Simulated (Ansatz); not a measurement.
# Screening in VBiO4 (I4_1/a), part 2 of 2

How strongly does VBiO4 (I4_1/a) screen? Routes: perturbation theory, a sum over states and the RPA step of G0W0.

Ansatz 0.2.0; linear response on PBE, plane waves, PAW. Known limits of the many-body steps: not at the basis limit; no spin polarisation; d states lean on the start; no spin-orbit coupling.

So far. Step 2 (Response to a homogeneous field): One over ε∞ averages 0.14, under the quarter of exact exchange in PBE0, which by this rule of thumb may open the gap too far. Step 3 (Independent-particle spectrum): The sum gives ε∞ = 8.23 and 7.00 without local fields.

### 3. Independent-particle spectrum (continued)

Level of this step: independent-particle optics on PBE, plane waves, PAW; PAW set soft_1 (Ansatz).

The loss function has structure finer than the step of the table below, so its rows give means over 2 eV, whole bins alone (the curve runs from 0 to 25 eV). Peaks (eV: height): xx=yy 10.8: 0.979, 21.1: 1.32; zz 10.9: 1.25, 12.3: 0.799, 20.8: 1.37.

Independent particles, no local fields, Gaussian width 0.2 eV. Loss function against photon energy; means over each step:

| photon energy (eV) | xx=yy | zz |
| --- | --- | --- |
| 2 | 0.0194 | 0.00302 |
| 4 | 0.0631 | 0.0718 |
| 6 | 0.0957 | 0.0907 |
| 8 | 0.196 | 0.156 |
| 10 | 0.683 | 0.543 |
| 12 | 0.579 | 0.709 |
| 14 | 0.360 | 0.463 |
| 16 | 0.572 | 0.416 |
| 18 | 0.722 | 0.766 |
| 20 | 1.02 | 1.16 |
| 22 | 1.15 | 1.02 |
| 24 | 0.825 | 0.754 |

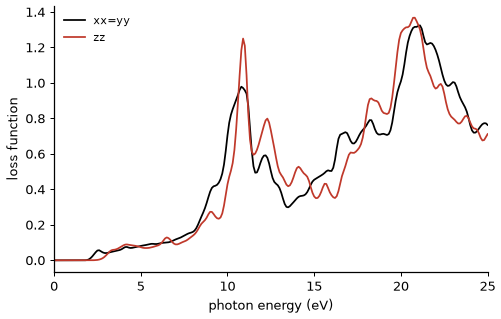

Loss function against photon energy.

### 4. RPA screening from the G0W0 run

Now the one-shot GW correction: screening in the RPA, then the self-energy of the levels asked for. This step takes PAW set soft_1 files.

This step: G0W0 on PBE, plane waves, PAW; PAW set soft_1.

input.yaml

```yaml
crystal:
  lattice:
    - [-2.56105292, 2.56105292, 5.7960647]
    - [2.56105292, -2.56105292, 5.7960647]
    - [2.56105292, 2.56105292, -5.7960647]
  atoms:
    - { symbol: V, position: [0.5, 0.5, 0.0] }
    - { symbol: V, position: [0.25, 0.75, 0.5] }
    - { symbol: Bi, position: [0.0, 0.0, 0.0] }
    - { symbol: Bi, position: [0.75, 0.25, 0.5] }
    - { symbol: O, position: [0.17085109, 0.56190276, 0.89100626] }
    - { symbol: O, position: [0.31190276, 0.9208965, 0.89105167] }
    - { symbol: O, position: [0.02984483, 0.42085109, 0.10894833] }
    - { symbol: O, position: [0.6708965, 0.27984483, 0.10899374] }
    - { symbol: O, position: [0.0791035, 0.97015517, 0.39100626] }
    - { symbol: O, position: [0.72015517, 0.82914891, 0.39105167] }
    - { symbol: O, position: [0.57914891, 0.68809724, 0.60899374] }
    - { symbol: O, position: [0.43809724, 0.3291035, 0.60894833] }
kpoints:
  mp_grid: { grid: [4, 4, 4] }
hamiltonian:
  xc: pbe
  pseudopotentials: { kind: paw, azcp: { folder: soft_1 } }
scf:
  occupations: { method: fixed }
gw:
  n_empty_bands: 833
  ecut_chi: 180.0
  qp_bands: [v4, c4]
  qp_kpoints: band_edges
  screening: { model: contour_deformation }
```

On the command line:

```
$ ansatz run input.yaml --threads 2 --pin off --max-ram 92160MiB --backend cuda --events-out ev --progress --plain --runs-dir out --devices 1 --max-vram 13GiB
```

Numbers of over 12 decimals in the logs are rounded to 6 here.

Log:

```text
GPUs: using 1 of 1 available (devices: 1).
[...]
GPU FFT provider: cuFFT
GPU libraries: cuBLAS 13.8.2, cuFFT 12.4.0, cuSOLVER 12.3.4
Crystal: 12 atoms, lattice volume = 152.065 Å³
Basis set: ecut = 420 eV, 2995 PW (Γ)
Bands: 64, of which v1, the nominal top of the filled ones, is band 52 counted from 1 (51 counted from 0)
Symmetry: 8 space group operations
[...]
k-points: 14 of 64
[...]
0    56     12.2137   -17.4396    -6.4949   -24.9346  0.6773    13.2563    13.2138  root
[...]
13    53     11.7739   -17.0069    -6.4628   -24.5359  0.6885    12.8756    12.8400  root
    13    54     11.7739   -17.0069    -6.4628   -24.5359  0.6885    12.8756    12.8400  root
    13    55     11.8534   -16.8140    -6.3635   -24.2603  0.6973    12.9686    12.9363  root
    13    56     11.8534   -16.8140    -6.3635   -24.2603  0.6973    12.9686    12.9363  root
[key lines of the parts left out:]
SCF converged after 10 iterations
Free energy (F): -35166.499152 eV
Fermi energy:    8.798492 eV
```

Elapsed: 4.4 min, on 1 × NVIDIA H100 80GB HBM3 (shared by 6 runs) with 2 threads of AMD EPYC 7R13 (Zen 3), shared host; peak memory 3.4 GiB; 7.5 min of CPU time.

Numbers from this step:

- bands summed: 885
- RPA ε∞ on this mesh (eigenvalues): 6.049, 7.249, 7.249
- plane waves in the screening matrix: 841
- G0W0 gap on the mesh: 3.557 eV
- k of the valence top: 0, 0.25, 0.25
- k of the conduction bottom: 0, -0.5, 0
- starting gap on the mesh: 2.217 eV
- least direct G0W0 gap on the computed points: 3.559 eV

The gap on the mesh goes from 2.22 eV to 3.56 eV, a correction of +1.34 eV. Between the two edge states, bare exchange in place of the xc potential would open the gap by 10.53 eV, and correlation takes back 9.19 eV.

Mean over the mesh in bins of 0.25 1/Å. Table of static inverse dielectric function, diagonal by length of q+G:

| length of q+G (Å⁻¹) | static inverse dielectric function, diagonal |
| --- | --- |
| 0.32 | 0.171 |
| 0.75 | 0.264 |
| 1.01 | 0.333 |
| 1.50 | 0.472 |
| 1.75 | 0.538 |
| 2.25 | 0.653 |
| 2.51 | 0.702 |
| 3.00 | 0.778 |
| 3.25 | 0.808 |
| 3.75 | 0.854 |
| 4.00 | 0.872 |
| 4.50 | 0.902 |
| 4.75 | 0.914 |
| 5.26 | 0.935 |
| 5.50 | 0.944 |
| 6.00 | 0.959 |
| 6.25 | 0.965 |
| 6.75 | 0.974 |

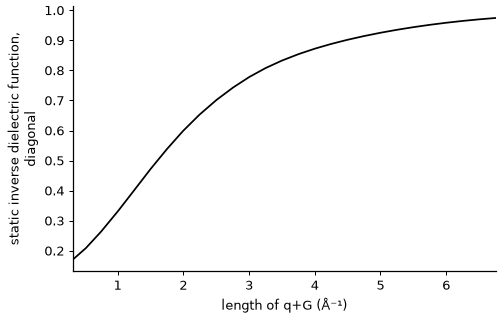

Static inverse dielectric function, diagonal, plotted against length of q+G.

### 5. The values together

Times are wall times on 1 × NVIDIA H100 80GB HBM3 (shared by 6 runs) with 2 threads of AMD EPYC 7R13 (Zen 3), shared host, good to a factor of about two.

| method | mesh | ε∞, low | middle | high | mean | time |
| --- | --- | --- | --- | --- | --- | --- |
| perturbation theory (local fields and xc kernel) | 6×6×6 (response on 216 points) | 6.31 | 7.52 | 7.52 | 7.12 | 3.6 min |
| sum over states (no local fields) | 6×6×6 | 7.00 | 8.23 | 8.23 | 7.82 | 2 min |
| RPA with local fields, on the GW mesh | 4×4×4 | 6.05 | 7.25 | 7.25 | 6.85 | 4.4 min |

### 6. What came out

| Property | Result |
| --- | --- |
| perturbation theory (local fields and xc kernel) | 6.31, 7.52, 7.52 |
| sum over states (no local fields) | 7.00, 8.23, 8.23 |
| RPA with local fields, on the GW mesh | 6.05, 7.25, 7.25 |

**Reading.** Mean Born effective charge: V1 5.02, Bi3 5.82, O5 -2.71 e. The most distinct maxima of the ε₂ (xx=yy) lie at 2.4, 6.4 and 14.6 eV, the highest at 6.4 eV. The most distinct maxima of the loss function (xx=yy) lie at 10.8 and 21.1 eV, the highest at 21.1 eV. The sum without local fields gives 7.82 in the mean against 7.12 by perturbation theory; local fields lower ε∞ and the xc kernel gives part of it back, though the sum also carries the error of its own mesh. The RPA values on the 4×4×4 mesh average 0.96 times those of perturbation theory (means 6.85 and 7.12, which can hide unlike anisotropies). Without the xc kernel RPA should lie a little lower, as the mean does. Ions are clamped, so the lattice part of the static constant is not in these numbers.

[Paths, hosts, dates, memory and timing lines, banners, echoed tables and standing remarks are left out of the program output.]

[Logs are printed without paths, hosts, clocks, repeated set-up lines and the standing remarks that a program may print on its own settings, such as how far it seeks lower states.]

[Runs of the session that timed out or met a known fault of the program may be left out.]

[Cells called generated may have been cut or substituted from an entry of the Crystallography Open Database or the Materials Project.]

[Hosts, paths, dates, database ids (printed as entryN), source tags and the programs' standing remarks are cut or masked in the printed files.]
